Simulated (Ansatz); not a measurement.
# What a change does: single-point calculation on C3H9As

System: C3H9As, SMILES C[As](C)C.
Method of run A: RKS B2PLYP (frozen core)/def2-TZVPP (Ansatz 0.2.0).

The geometry comes from this level: PBE0-D4/def2-TZVP. Text and figures count atoms from 1; the logs count them from 0 in places.

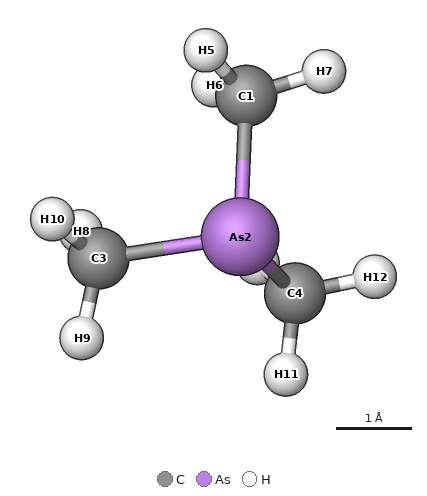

Fig. 1: The input geometry (ball-and-stick view, seen at a tilt; atoms are numbered from 1 in the order of the input).

## The input, run A
```yaml
crystal:
  periodic: [false, false, false]
  atoms:
    - {symbol: C, position_ang: [-0.577263, 1.427429, -0.711852]}
    - {symbol: As, position_ang: [0.600070, -0.141278, -0.830237]}
    - {symbol: C, position_ang: [1.410306, 0.033529, 0.951331]}
    - {symbol: C, position_ang: [-0.747503, -1.487730, -0.348442]}
    - {symbol: H, position_ang: [0.024032, 2.335825, -0.770745]}
    - {symbol: H, position_ang: [-1.141091, 1.427930, 0.223234]}
    - {symbol: H, position_ang: [-1.272898, 1.421398, -1.552245]}
    - {symbol: H, position_ang: [0.647336, 0.173119, 1.719886]}
    - {symbol: H, position_ang: [1.987670, -0.864590, 1.175471]}
    - {symbol: H, position_ang: [2.088716, 0.887891, 0.957492]}
    - {symbol: H, position_ang: [-0.255189, -2.445647, -0.174575]}
    - {symbol: H, position_ang: [-1.449744, -1.607895, -1.174654]}
    - {symbol: H, position_ang: [-1.294341, -1.194783, 0.550136]}
basis:
  gaussian: {orbitals: def2-TZVPP}
hamiltonian: {xc: {name: B2PLYP}}
```

Launched with:
```bash
ansatz run in.yaml --threads 4 --pin off --events-out ev --progress --plain --max-ram 10444MiB
```

Hardware: 4 threads of Intel Xeon @ 2.70GHz, 180 GiB of memory available, shared host.

## Output (run A)
```
Functional definition: B2PLYP
  parameter a = 0.53
  parameter c = 0.27
  exchange = (1 - a)*b88_x + a*exact_x
  correlation = (1 - c)*lyp_c + c*(mp2_os + mp2_ss)
1560 factors; integrals over basis functions are off by at most 1.0e-3 eV
mean field evaluation 1: about -64072.0676 eV, gradient 6.0e1 eV
mean field evaluation 2: about -64072.1614 eV, gradient 6.0e1 eV
mean field evaluation 4: about -64080.1370 eV, gradient 4.3e0 eV
mean field evaluation 8: about -64080.1747 eV, gradient 3.0e-1 eV
mean field evaluation 16: about -64080.1750 eV, gradient 4.7e-5 eV
mean field -64080.17496220 eV, -2354.9029947583 hartree, gradient 1.1e-6 eV, S^2 0.000000; 0 other end points of the search recorded, 0 dependent functions left out
12 core orbitals not correlated: weight in the atoms' cores, before any rotation towards them, 1.000 or more for the frozen orbitals, at most 0.000 for the correlated occupied ones
reference -64080.17514768 eV, -2354.9030015746 hartree; 18, 18 occupied and 237, 237 virtual orbitals, 1560 factors
second order -26.91418674 eV of doubles, -0.00000000 eV of singles
Total energy: -64087.44197810 eV, -2355.1700526669 hartree
```

For run B the input was changed thus:
```diff
-hamiltonian: {xc: {name: B2PLYP}}
+hamiltonian: {xc: {name: PBE-QIDH}}
```

How does run B compare with run A?

The total energies belong to different methods, so their difference says nothing on which is more stable or more accurate. The functional changes from B2PLYP to PBE-QIDH.

## Output (run B)
```
Functional definition: PBE-QIDH
  parameter a = 3^(-1/3)
  parameter c = 1/3
  exchange = (1 - a)*pbe_x + a*exact_x
  correlation = (1 - c)*pbe_c + c*(mp2_os + mp2_ss)
1560 factors; integrals over basis functions are off by at most 1.0e-3 eV
mean field evaluation 1: about -64066.5012 eV, gradient 4.8e1 eV
mean field evaluation 2: about -64066.6224 eV, gradient 4.8e1 eV
mean field evaluation 4: about -64071.8458 eV, gradient 3.4e0 eV
mean field evaluation 8: about -64071.8775 eV, gradient 2.3e-1 eV
mean field evaluation 16: about -64071.8777 eV, gradient 2.0e-5 eV
mean field -64071.87767043 eV, -2354.5980749097 hartree, gradient 2.6e-6 eV, S^2 0.000000; 0 other end points of the search recorded, 0 dependent functions left out
12 core orbitals not correlated: weight in the atoms' cores, before any rotation towards them, 1.000 or more for the frozen orbitals, at most 0.000 for the correlated occupied ones
reference -64071.87768365 eV, -2354.5980753956 hartree; 18, 18 occupied and 237, 237 virtual orbitals, 1560 factors
second order -25.01967005 eV of doubles, -0.00000000 eV of singles
Total energy: -64080.21757366 eV, -2354.9045607007 hartree
```

## The two runs side by side

| quantity | run A | run B |
| --- | --- | --- |
| outcome | converged | converged |
| total energy (hartree) | −2355.170053 | −2354.904561 |
| basis functions | 267 | 267 |
| wall time (shared host) | 7.5 s | 7.5 s |
